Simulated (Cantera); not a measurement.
A closed system holds: 1 mol C6H6, 1 mol H2, 0.75 mol NH3, at 15.0 Pa.

These are equilibrium values from Cantera (NASA tables, ideal gas, pure condensed phases), not measurements of a reactor. Candidate condensed phases: C, C6H6, C7H8, C8H18; 110 gas species. Ions and electrons are included (thermal ionisation). Kinetics and transport are ignored.

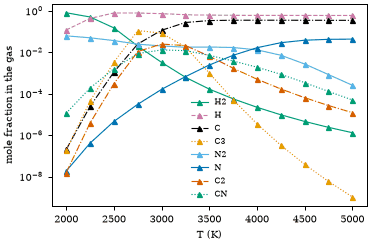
*Equilibrium gas composition (values under 1e-9 drawn at 1e-9)*

Task: Read off the mole fractions at 5000 K.

Result: H about 0.60, C about 0.35, N about 0.043, N2 about 0.00026, CN about 5.0e-5, C2 about 1.2e-5, H2 about 1.3e-6.
